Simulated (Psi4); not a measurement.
# SiHF2 (SMILES F[SiH]F): ROHF/aug-cc-pVTZ-DK (DKH2, density fitting)

What is the energy change on altering one bond length of SiHF2 at ROHF/aug-cc-pVTZ-DK (DKH2, density fitting)? 

The calculation is run with Psi4 1.11.

2 further runs of the same task are left out: 2 set aside as unsound or not needed.

## Step 1: The molecule

The species is SiHF2 (4 atoms), meant as a doublet with charge 0. SMILES: `F[SiH]F`. The shape is that of a GFN2-xTB optimisation.

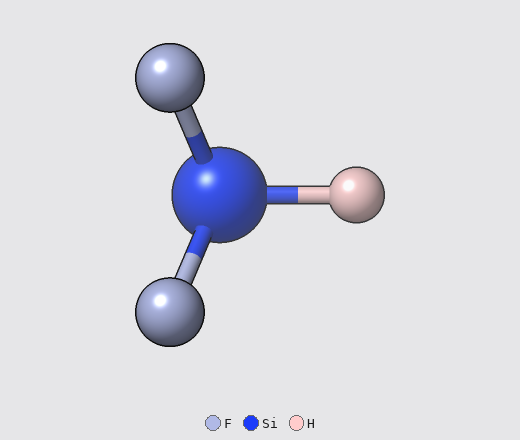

Viewed from a chosen angle; fluorine light blue, silicon blue, hydrogen pink.

## Step 2: A single-point energy at ROHF/aug-cc-pVTZ-DK (DKH2, density fitting)

File calc.inp:

```
memory 1600 MB

molecule {
  0 2
  F      1.226950     0.652980    -0.410280
  Si    -0.028060    -0.342890    -0.301090
  F     -1.234200     0.716240    -0.252780
  H      0.035310    -1.026330     0.964150
}

set globals {
  basis        aug-cc-pVTZ-DK
  reference    rohf
  relativistic dkh
  dkh_order    2
}

result = energy('scf')
```

The run is started by

```console
psi4 -i calc.inp -o calc.out -n 1
```

calc.out:

```text
[...]
  Running in c1 symmetry.
[...]
  Nuclear repulsion =  109.410123050686849
[...]
  Multiplicity = 2
[...]
  Nalpha       = 17
  Nbeta        = 16
[...]
    Number of basis functions: 165
[...]
   @DF-ROHF iter   1:  -489.27067255931900   -8.30055e-01   1.98531e-03 DIIS
[...]
   @DF-ROHF iter   7:  -489.34641956409121   -8.63715e-08   4.54977e-07 DIIS
[...]
    Orbital Energies [Eh]
    ---------------------
    Doubly Occupied:
       1A    -69.036447     2A    -26.323716     3A    -26.323699
       4A     -6.237015     5A     -4.316341     6A     -4.315581
       7A     -4.315251     8A     -1.611055     9A     -1.588878
      10A     -0.795024    11A     -0.712375    12A     -0.700300
      13A     -0.686725    14A     -0.658107    15A     -0.639473
      16A     -0.575926
    Singly Occupied:
      17A     -0.170225
[...]
  @DF-ROHF Final Energy:  -489.34641956409121
   => Energetics <=
    Nuclear Repulsion Energy =            109.4101230506868490
    One-Electron Energy =                -899.4392282739486291
    Two-Electron Energy =                 300.6826856591706019
    Total Energy =                       -489.3464195640912067
[...]
 Multipole Moments:
 ------------------------------------------------------------------------------------
     Multipole            Electronic (a.u.)      Nuclear  (a.u.)        Total (a.u.)
 ------------------------------------------------------------------------------------
 L = 1.  Multiply by 2.5417464519 to convert [e a0] to [Debye]
 Dipole X            :         -0.0457961            0.0270455           -0.0187505
 Dipole Y            :          1.1871448           -2.0482561           -0.8611113
 Dipole Z            :         -1.1937914            1.2451963            0.0514049
 Magnitude           :                                                    0.8628481
[...]
```

It took 2.7 s on 1 thread of Intel Xeon Platinum 8375C at 2.90GHz (Ice Lake), shared host; peak memory 0.36 GiB.

## Step 3: The distorted shape at the same level

File job.dat:

```
memory 1600 MB

molecule {
  0 2
  F      2.19885130     2.52542621    -3.16619833
  Si    -0.17277388     0.64350466    -2.95985913
  F     -2.45204815     2.64497029    -2.86856646
  H      0.06672623    -1.93948261     1.82197944
  units bohr
}

set basis aug-cc-pVTZ-DK
set reference rohf
set relativistic dkh
set dkh_order 2

energy("hf")
print_variables()
```

The run is started by

```console
psi4 -i job.dat -o job.out -n 1
```

job.out:

```text
[...]
  Running in c1 symmetry.
[...]
  Nuclear repulsion =  105.551241268040087
[...]
  Multiplicity = 2
[...]
  Nalpha       = 17
  Nbeta        = 16
[...]
    Number of basis functions: 165
[...]
   @DF-ROHF iter   1:  -489.15748707685026   -9.72290e-01   1.99675e-03 DIIS
[...]
   @DF-ROHF iter   9:  -489.27629653569073   -1.78822e-07   6.65283e-07 DIIS
[...]
    Orbital Energies [Eh]
    ---------------------
    Doubly Occupied:
       1A    -69.033781     2A    -26.329751     3A    -26.329734
       4A     -6.234446     5A     -4.309348     6A     -4.308767
       7A     -4.307916     8A     -1.617808     9A     -1.595481
      10A     -0.794784    11A     -0.722361    12A     -0.698985
      13A     -0.685923    14A     -0.657125    15A     -0.645016
      16A     -0.412223
    Singly Occupied:
      17A     -0.201134
[...]
  @DF-ROHF Final Energy:  -489.27629653569073
   => Energetics <=
    Nuclear Repulsion Energy =            105.5512412680400871
    One-Electron Energy =                -891.7804721367764387
    Two-Electron Energy =                 296.9529343330456186
    Total Energy =                       -489.2762965356906761
[...]
 Multipole Moments:
 ------------------------------------------------------------------------------------
     Multipole            Electronic (a.u.)      Nuclear  (a.u.)        Total (a.u.)
 ------------------------------------------------------------------------------------
 L = 1.  Multiply by 2.5417464519 to convert [e a0] to [Debye]
 Dipole X            :         -0.0969654            0.0873354           -0.0096300
 Dipole Y            :          2.1679379           -2.6984764           -0.5305385
 Dipole Z            :         -2.3876668            2.4489379            0.0612712
 Magnitude           :                                                    0.5341516
[...]
```

Wall time 2.8 s (1 thread of Intel Xeon Platinum 8375C at 2.90GHz (Ice Lake), shared host); peak memory 0.36 GiB.

## Step 4: Outcome

At ROHF/aug-cc-pVTZ-DK (DKH2, density fitting):

```
                                                          quantity          value
                                         first shape: total energy  -489.34642 Eh
                                        first shape: dipole moment         2.19 D
                                     distorted shape: total energy  -489.27630 Eh
                                    distorted shape: dipole moment         1.36 D
energy change with the Si2–H4 bond stretched from 1.439 to 2.879 Å       1.908 eV
```

In words: With the Si2–H4 bond stretched from 1.439 to 2.879 Å the energy rises by 1.91 eV (44 kcal/mol). The first shape isn't relaxed at this level, so the change isn't measured from a minimum.
